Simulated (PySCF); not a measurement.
| atom | x (Å) | y (Å) | z (Å) |
| --- | --- | --- | --- |
| Si | -0.0687 | 1.5542 | 0.6656 |
| O | -0.6643 | 0.6334 | -0.5452 |
| Si | -1.3067 | 0.7296 | -2.0869 |
| N | 0.7847 | 0.4856 | 1.6728 |
| Si | 0.9750 | -1.2334 | 1.3652 |
| Cl | 1.1204 | 3.0377 | -0.1225 |
| Cl | -1.5960 | 2.5120 | 1.6481 |
| H | -1.8317 | -0.6196 | -2.4278 |
| H | -2.4069 | 1.7357 | -2.1068 |
| H | -0.2417 | 1.1253 | -3.0509 |
| H | 1.2015 | 0.8522 | 2.5226 |
| H | -0.3382 | -1.9387 | 1.3095 |
| H | 1.7763 | -1.7677 | 2.5053 |
| H | 1.7036 | -1.4871 | 0.0877 |

Geometry: PBE0-D3(BJ)/def2-SVP.

The calculation used PBE0/pcSseg-1, SCF density, gas phase, non-relativistic (PySCF).

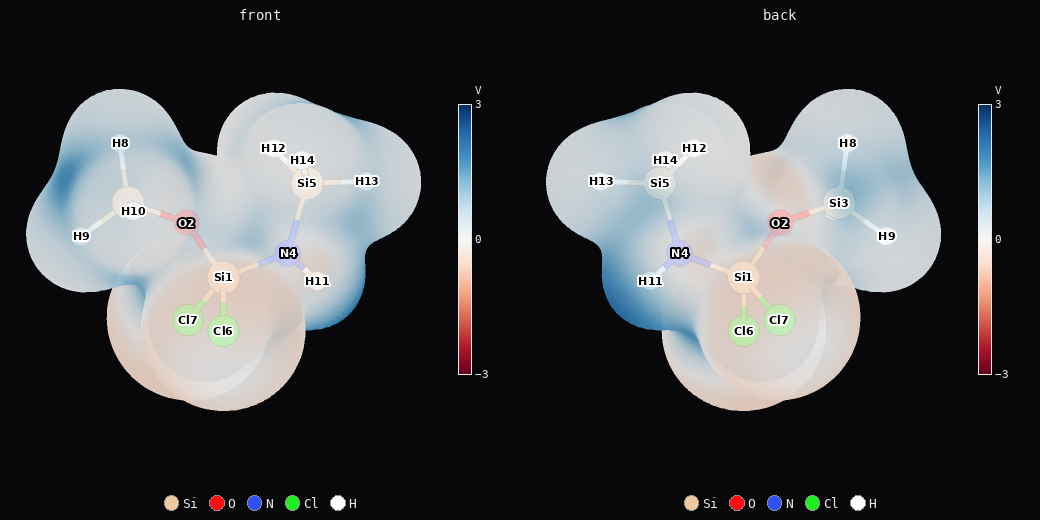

Cl2H7NOSi3. The molecular electrostatic potential painted on the density surface at 0.002 e/bohr³, seen from the front and from behind; red is negative and blue positive.

> Where is the surface potential most negative and most positive?

The most negative region (about −0.5 V) lies over Cl6 and Cl7, the most positive (about +2.1 V) over H11.
